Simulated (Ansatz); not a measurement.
# Si (database structure): how the settings move a relaxation

Aim: see which settings change the result for Si (database structure), by how much, and at what cost.

Program: Ansatz 0.2.0. Level of theory: reference: DFT PBE, plane waves, PAW, scalar-relativistic, no spin polarisation. These are calculated values, not measurements.

## Step 1: The starting structure

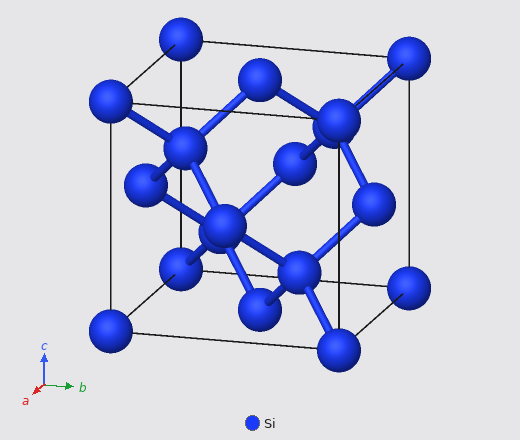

The starting structure, seen slightly off an axis (silicon blue). Atoms on the faces are drawn again on the opposite ones. The cell drawn here is the conventional one.

As a file:

```cif
data_structure
_symmetry_space_group_name_H-M 'Fd-3m:1'
_symmetry_Int_Tables_number 227
_cell_length_a 5.5087
_cell_length_b 5.5087
_cell_length_c 5.5087
_cell_angle_alpha 90.000
_cell_angle_beta 90.000
_cell_angle_gamma 90.000
_cell_volume 167.17
loop_
_atom_site_label
_atom_site_type_symbol
_atom_site_symmetry_multiplicity
_atom_site_Wyckoff_symbol
_atom_site_fract_x
_atom_site_fract_y
_atom_site_fract_z
_atom_site_occupancy
Si1 Si 8 b 0.00000 0.00000 0.50000 1
```

## Step 2: Reference

The input, input.yaml:

```yaml
crystal:
  lattice:
    - [0.0, 2.754349, 2.754349]
    - [2.754349, 0.0, 2.754349]
    - [2.754349, 2.754349, 0.0]
  atoms:
    - { symbol: Si, position: [0.0, 0.0, 0.0] }
    - { symbol: Si, position: [0.25, 0.25, 0.25] }
  symmetry: { tolerance: 0.0003 }
kpoints:
  mp_grid: { grid: [6, 6, 6], shift: [0, 0, 0] }
magnetization:
  spin_polarized: false
scf:
  occupations: { method: fermi_dirac }
hamiltonian:
  pseudopotentials: { kind: paw }
  xc: pbe
basis:
  ecutwfc: 420
output:
  forces: true
  stress: true
  eigenvalues: true
relax:
  max_steps: 40
  cell: {}
```

On the command line:

```sh
ansatz run input.yaml --threads 1 --pin off --max-ram 2560MiB --backend cpu --events-out ev --progress --plain --runs-dir out
```

What it wrote, shortened:

```text
Warning: RAYON_NUM_THREADS=1 ignored (pool sized by the plan → 1); use --threads N
[...]
Pseudopotentials: kind: paw
Pseudopotential: Si, paw, valence charge 4, recommended cutoff 420 eV (normal), Si.paw.azcp
Functional definition: PBE
[...]
Crystal: 2 atoms, lattice volume = 41.791 Å³
Basis set: ecut = 420 eV, 869 PW (Γ), exchange–correlation on 54×54×54 points (8 copies of the dense FFT grid, shifted against one another)
Bands: 8, of which v1, the nominal top of the filled ones, is band 4 counted from 1 (3 counted from 0)
Symmetry: 48 space group operations
Space group: Fd-3m (ITA 227), of the structure as read, at distance tolerance 1.0e-3 Å
k-points: 16 of 216
[...]
SCF iter   1: F=—  HF=-1271.591962 eV  |F-HF|=—  |Δ(HF+E_count)|=         —  Δρ=1.13e-3  dr2=3.41e-4  ethr=1.77e-3  ⟨swp⟩=5.4  Hψ=1072  notcnv=0
[...]
relax step   1: F+E_penalty+E_count = -1271.59232915 eV  Δ(F+E_penalty+E_count) = +0.000e0 eV  max|allowed force component| = 3.701e-17 eV/Å  Δτ_max = 0.0000 Å  P = -1.742 GPa  Ω = 41.791 Å³  (6 SCF iters, dr2 threshold 1.00e-7 eV, accepted)
[...]
relax step   3: F+E_penalty+E_count = -1271.59711012 eV  Δ(F+E_penalty+E_count) = -2.404e-4 eV  max|allowed force component| = 5.551e-17 eV/Å  Δτ_max = 0.0000 Å  P = +0.013 GPa  Ω = 40.942 Å³  energy of the carried Pulay correction = +1.104e-4 eV  (3 SCF iters, dr2 threshold 2.00e-7 eV, accepted)
[...]
relax step   4: F+E_penalty+E_count = -1271.59701253 eV  Δ(F+E_penalty+E_count) = +9.759e-5 eV  max|allowed force component| = 4.626e-17 eV/Å  Δτ_max = 0.0000 Å  P = +0.009 GPa  Ω = 40.942 Å³  stress off target by 8.98e-3 GPa  SCF on the basis re-selected at this cell (its energy is not [...]
SCF converged after 4 iterations
Free energy (F): -1271.597013 eV
[...]
E sigma→0 (E₀):  -1271.596328 eV
Entropy (-TS):   -0.001369 eV (-0.685 meV/atom)
Fermi energy:    6.310867 eV
[...]
--- Forces (eV/Å), atoms counted from 1 ---
  atom   1  Si    -0.00000000    -0.00000000     0.00000000
  atom   2  Si     0.00000000    -0.00000000     0.00000000
[...]
--- Stress (GPa, compression-positive) ---
        0.008976      -0.000000      -0.000000
       -0.000000       0.008976      -0.000000
       -0.000000      -0.000000       0.008976
  P = ⅓ Tr σ = 0.0090 GPa (0.090 kbar)
--- Band table (eV; the first three rows and the last of 16) ---
  k-point 0: bands = ["-5.8060", "6.0052", "6.0052", "6.0052", "8.5538", "8.5538", "8.5538", "9.1157"]
[...]
--- Relaxed structure (3 steps of the walk, 3 accepted, 1 SCFs on fresh bases) ---
  F+E_penalty+E_count = -1271.59701253 eV   max|allowed force component| = 4.626e-17 eV/Å   (the final SCF, on the basis selected at the relaxed cell)
  cell:  # Å, volume = 40.9418 Å³
    - [-6.369215041119487e-35, 2.735555263485982, 2.735555263485982]
    - [2.735555263485982, -1.0827665569903132e-34, 2.735555263485982]
    - [2.735555263485982, 2.735555263485982, 3.630452573438108e-34]
  atoms:
    - { symbol: Si, position: [-3.641835194819848e-35, 4.2245288259910236e-35, -6.263956535090139e-35] }
    - { symbol: Si, position: [0.25, 0.25, 0.25] }
```

Wall time 2 s (1 thread of Intel Xeon Platinum 8375C at 2.90GHz (Ice Lake), shared host); peak memory 0.36 GiB.

## Step 3: Changing settings: occupations.method cold, occupations.width 0.01, xc rpbe, ecutwfc 350 eV

input.yaml, as its differences from that of step 2:

```diff
@@ -14,8 +14,8 @@
 scf:
-  occupations: { method: fermi_dirac }
+  occupations: { method: cold, width: 0.01 }
 hamiltonian:
   pseudopotentials: { kind: paw }
-  xc: pbe
+  xc: rpbe
 basis:
-  ecutwfc: 420
+  ecutwfc: "350 eV"
 output:
@@ -24,2 +24,6 @@
   eigenvalues: true
+  write_density: true
+  write_potential: true
+  elf: true
+  volumetric_format: npy
 relax:
```

On the command line:

```sh
ansatz run input.yaml --threads 1 --pin off --max-ram 2560MiB --backend cpu --events-out ev --progress --plain --runs-dir out
```

What it wrote, shortened:

```text
Warning: basis.ecutwfc = 350 eV is below the records' recommended 420 eV, and the density's cutoff is lower with it unless basis.ecutrho_ratio is high enough to keep the records' density cutoff: compare with a run at a higher cutoff
Warning: RAYON_NUM_THREADS=1 ignored (pool sized by the plan → 1); use --threads N
[...]
Pseudopotentials: kind: paw
Pseudopotential: Si, paw, valence charge 4, recommended cutoff 420 eV (normal), Si.paw.azcp
Functional definition: RPBE
[...]
Crystal: 2 atoms, lattice volume = 41.791 Å³
Basis set: ecut = 350 eV, 609 PW (Γ), exchange–correlation on 48×48×48 points (8 copies of the dense FFT grid, shifted against one another)
Bands: 8, of which v1, the nominal top of the filled ones, is band 4 counted from 1 (3 counted from 0)
Symmetry: 48 space group operations
Space group: Fd-3m (ITA 227), of the structure as read, at distance tolerance 1.0e-3 Å
k-points: 16 of 216
[...]
--- Forces (eV/Å), atoms counted from 1 ---
  atom   1  Si     0.00000000    -0.00000000    -0.00000000
  atom   2  Si    -0.00000000     0.00000000     0.00000000
[...]
--- Stress (GPa, compression-positive) ---
       -0.000651      -0.000000      -0.000000
       -0.000000      -0.000651       0.000000
       -0.000000      -0.000000      -0.000651
  P = ⅓ Tr σ = -0.0007 GPa (-0.007 kbar)
--- Band table (eV; the first three rows and the last of 16) ---
  k-point 0: bands = ["-5.7710", "5.9053", "5.9053", "5.9053", "8.4548", "8.4548", "8.4548", "8.9352"]
[...]
--- Relaxed structure (3 steps of the walk, 3 accepted, 2 SCFs on fresh bases) ---
  F+E_penalty+E_count = -1277.77944524 eV   max|allowed force component| = 4.163e-17 eV/Å   (the final SCF, on the basis selected at the relaxed cell)
  cell:  # Å, volume = 41.6758 Å³
    - [1.146458707401508e-34, 2.7518079473524657, 2.7518079473524657]
    - [2.7518079473524657, -9.235361809623253e-35, 2.7518079473524657]
    - [2.7518079473524657, 2.7518079473524657, -7.961518801399355e-35]
  atoms:
    - { symbol: Si, position: [5.826936311711758e-36, 1.3363823550460978e-51, -1.748080893513527e-35] }
    - { symbol: Si, position: [0.24999999999999997, 0.24999999999999997, 0.24999999999999997] }
```

Wall time 2 s (1 thread of Intel Xeon Platinum 8375C at 2.90GHz (Ice Lake), shared host); peak memory 0.35 GiB.

A change of functional puts the total energy on another scale; the gap on the mesh goes from 0.75 to 0.84 eV and the final volume goes from 40.94 to 41.68 Å³. The smearing and cutoff changed too. The cutoff is under what these potentials recommend, as the log warns, so basis error is mixed in.

## Step 4: Changed: occupations.width 0.2, ecutwfc 40.4 Ry

input.yaml, as its differences from that of step 2:

```diff
@@ -14,3 +14,3 @@
 scf:
-  occupations: { method: fermi_dirac }
+  occupations: { method: fermi_dirac, width: 0.2 }
 hamiltonian:
@@ -19,3 +19,3 @@
 basis:
-  ecutwfc: 420
+  ecutwfc: "40.4 Ry"
 output:
```

On the command line:

```sh
ansatz run input.yaml --threads 1 --pin off --max-ram 2560MiB --backend cpu --events-out ev --progress --plain --runs-dir out
```

What it wrote, shortened:

```text
Warning: RAYON_NUM_THREADS=1 ignored (pool sized by the plan → 1); use --threads N
[...]
Pseudopotentials: kind: paw
Pseudopotential: Si, paw, valence charge 4, recommended cutoff 420 eV (normal), Si.paw.azcp
Functional definition: PBE
[...]
Crystal: 2 atoms, lattice volume = 41.791 Å³
Basis set: ecut = 549.6700021689576 eV, 1243 PW (Γ), exchange–correlation on 60×60×60 points (8 copies of the dense FFT grid, shifted against one another)
Bands: 8, of which v1, the nominal top of the filled ones, is band 4 counted from 1 (3 counted from 0)
Symmetry: 48 space group operations
Space group: Fd-3m (ITA 227), of the structure as read, at distance tolerance 1.0e-3 Å
k-points: 16 of 216
[...]
SCF iter   1: F=—  HF=-1271.597098 eV  |F-HF|=—  |Δ(HF+E_count)|=         —  Δρ=1.36e-3  dr2=5.86e-4  ethr=1.77e-3  ⟨swp⟩=4.9  Hψ=1043  notcnv=0
[...]
--- Stress (GPa, compression-positive) ---
        0.014480      -0.000000       0.000000
       -0.000000       0.014480      -0.000000
        0.000000      -0.000000       0.014480
  P = ⅓ Tr σ = 0.0145 GPa (0.145 kbar)
--- Band table (eV; the first three rows and the last of 16) ---
  k-point 0: bands = ["-5.8083", "6.0063", "6.0063", "6.0063", "8.5577", "8.5577", "8.5577", "9.1243"]
[...]
--- Relaxed structure (3 steps of the walk, 3 accepted, 1 SCFs on fresh bases) ---
  F+E_penalty+E_count = -1271.60240702 eV   max|allowed force component| = 7.864e-17 eV/Å   (the final SCF, on the basis selected at the relaxed cell)
  cell:  # Å, volume = 40.9134 Å³
    - [2.547686016447795e-35, 2.7349227271959147, 2.7349227271959147]
    - [2.7349227271959147, -6.369215041119487e-35, 2.7349227271959147]
    - [2.7349227271959147, 2.7349227271959147, 1.2101508578127028e-34]
  atoms:
    - { symbol: Si, position: [-4.370202233783819e-36, 1.0197138545495576e-35, 1.6024074857207336e-35] }
    - { symbol: Si, position: [0.25000000000000006, 0.25000000000000006, 0.25000000000000006] }
```

Run time: 2.3 s. Hardware: 1 thread of Intel Xeon Platinum 8375C at 2.90GHz (Ice Lake), shared host; peak memory 0.35 GiB.

Changing the smearing and cutoff moves the energy by +1.9 meV/atom (σ→0 values). More than one kind of setting changed, and this run alone doesn't tell their shares apart.

## Step 5: Variant: f_tol 0.02, max_displacement 0.3

input.yaml, as its differences from that of step 2:

```diff
@@ -27 +27,3 @@
   cell: {}
+  f_tol: 0.02
+  max_displacement: 0.3
```

On the command line:

```sh
ansatz run input.yaml --threads 1 --pin off --max-ram 2560MiB --backend cpu --events-out ev --progress --plain --runs-dir out
```

What it wrote, shortened:

```text
Warning: RAYON_NUM_THREADS=1 ignored (pool sized by the plan → 1); use --threads N
[...]
Pseudopotentials: kind: paw
Pseudopotential: Si, paw, valence charge 4, recommended cutoff 420 eV (normal), Si.paw.azcp
Functional definition: PBE
[...]
Crystal: 2 atoms, lattice volume = 41.791 Å³
Basis set: ecut = 420 eV, 869 PW (Γ), exchange–correlation on 54×54×54 points (8 copies of the dense FFT grid, shifted against one another)
Bands: 8, of which v1, the nominal top of the filled ones, is band 4 counted from 1 (3 counted from 0)
Symmetry: 48 space group operations
Space group: Fd-3m (ITA 227), of the structure as read, at distance tolerance 1.0e-3 Å
k-points: 16 of 216
[...]
SCF iter   1: F=—  HF=-1271.591962 eV  |F-HF|=—  |Δ(HF+E_count)|=         —  Δρ=1.13e-3  dr2=3.41e-4  ethr=1.77e-3  ⟨swp⟩=5.4  Hψ=1072  notcnv=0
[...]
  atom   2  Si     0.00000000    -0.00000000     0.00000000
[...]
--- Stress (GPa, compression-positive) ---
        0.008976      -0.000000      -0.000000
       -0.000000       0.008976      -0.000000
       -0.000000      -0.000000       0.008976
  P = ⅓ Tr σ = 0.0090 GPa (0.090 kbar)
--- Band table (eV; the first three rows and the last of 16) ---
  k-point 0: bands = ["-5.8060", "6.0052", "6.0052", "6.0052", "8.5538", "8.5538", "8.5538", "9.1157"]
[...]
--- Relaxed structure (3 steps of the walk, 3 accepted, 1 SCFs on fresh bases) ---
  F+E_penalty+E_count = -1271.59701253 eV   max|allowed force component| = 4.626e-17 eV/Å   (the final SCF, on the basis selected at the relaxed cell)
  cell:  # Å, volume = 40.9418 Å³
    - [-6.369215041119487e-35, 2.735555263485982, 2.735555263485982]
    - [2.735555263485982, -1.0827665569903132e-34, 2.735555263485982]
    - [2.735555263485982, 2.735555263485982, 3.630452573438108e-34]
  atoms:
    - { symbol: Si, position: [-3.641835194819848e-35, 4.2245288259910236e-35, -6.263956535090139e-35] }
    - { symbol: Si, position: [0.25, 0.25, 0.25] }
```

Wall time 1.8 s (1 thread of Intel Xeon Platinum 8375C at 2.90GHz (Ice Lake), shared host); peak memory 0.36 GiB.

Energy and cycle count are those of the reference, so the change (convergence setting and walk settings) left the result and the number of cycles as they were.

## Step 6: Changing settings: chi_scale 0.3

input.yaml, as its differences from that of step 2:

```diff
@@ -15,2 +15,3 @@
   occupations: { method: fermi_dirac }
+  initial_density: { chi_scale: 0.3 }
 hamiltonian:
```

On the command line:

```sh
ansatz run input.yaml --threads 1 --pin off --max-ram 2560MiB --backend cpu --events-out ev --progress --plain --runs-dir out
```

What it wrote, shortened:

```text
Warning: RAYON_NUM_THREADS=1 ignored (pool sized by the plan → 1); use --threads N
[...]
Pseudopotentials: kind: paw
Pseudopotential: Si, paw, valence charge 4, recommended cutoff 420 eV (normal), Si.paw.azcp
Functional definition: PBE
[...]
Crystal: 2 atoms, lattice volume = 41.791 Å³
Basis set: ecut = 420 eV, 869 PW (Γ), exchange–correlation on 54×54×54 points (8 copies of the dense FFT grid, shifted against one another)
Bands: 8, of which v1, the nominal top of the filled ones, is band 4 counted from 1 (3 counted from 0)
Symmetry: 48 space group operations
Space group: Fd-3m (ITA 227), of the structure as read, at distance tolerance 1.0e-3 Å
k-points: 16 of 216
[...]
SCF iter   1: F=—  HF=-1271.745796 eV  |F-HF|=—  |Δ(HF+E_count)|=         —  Δρ=4.40e-2  dr2=7.40e-1  ethr=3.10e-3  ⟨swp⟩=5.6  Hψ=1079  notcnv=0
[...]
  atom   2  Si    -0.00000000     0.00000000     0.00000000
[...]
--- Stress (GPa, compression-positive) ---
        0.008929      -0.000000      -0.000000
       -0.000000       0.008929      -0.000000
       -0.000000      -0.000000       0.008929
  P = ⅓ Tr σ = 0.0089 GPa (0.089 kbar)
--- Band table (eV; the first three rows and the last of 16) ---
  k-point 0: bands = ["-5.8060", "6.0052", "6.0052", "6.0052", "8.5538", "8.5538", "8.5538", "9.1157"]
[...]
--- Relaxed structure (3 steps of the walk, 3 accepted, 1 SCFs on fresh bases) ---
  F+E_penalty+E_count = -1271.59701253 eV   max|allowed force component| = 4.510e-17 eV/Å   (the final SCF, on the basis selected at the relaxed cell)
  cell:  # Å, volume = 40.9418 Å³
    - [3.184607520559744e-34, 2.735555747811895, 2.735555747811895]
    - [2.735555747811895, -1.1464587074015075e-34, 2.735555747811895]
    - [2.735555747811895, 2.735555747811895, -1.528611609868677e-34]
  atoms:
    - { symbol: Si, position: [-2.0394277090991149e-35, 5.826936311711757e-36, 2.0394277090991149e-35] }
    - { symbol: Si, position: [0.25, 0.25, 0.25] }
```

Run time: 1.9 s. Hardware: 1 thread of Intel Xeon Platinum 8375C at 2.90GHz (Ice Lake), shared host; peak memory 0.34 GiB.

Energy and cycle count are those of the reference, so the change (start) left the result and the number of cycles as they were.

## Step 7: Side by side

| run | ending | energy change | pressure (GPa) | gap (eV) | force (eV/Å) | cycles | time |
| --- | --- | --- | --- | --- | --- | --- | --- |
| reference | converged | 0 | 0.0 | 0.75 | 0.00 | 17 | 2 s |
| 1: occupations.method cold, occupations.width 0.01, xc rpbe, ecutwfc 350 eV | converged | not comparable | 0.0 | 0.84 | 0.00 | 20 | 2 s |
| 2: occupations.width 0.2, ecutwfc 40.4 Ry | converged | +1.9 meV/atom (σ→0) | 0.0 | 0.75 | 0.00 | 17 | 2.3 s |
| 3: f_tol 0.02, max_displacement 0.3 | converged | 0.0 meV/atom | 0.0 | 0.75 | 0.00 | 17 | 1.8 s |
| 4: chi_scale 0.3 | converged | 0.0 meV/atom | 0.0 | 0.75 | 0.00 | 17 | 1.9 s |

Times don't compare one to one where runs were asked for different outputs or read a saved state (see the inputs); cycles may leave out searches for a lower state.

**Reading.** Run 1 ran under the cutoff that the potentials recommend, as the log warns, so basis error is mixed into its values.

These are semilocal Kohn-Sham gaps, which aren't the measured quantity. Such gaps usually fall short of the measured ones.
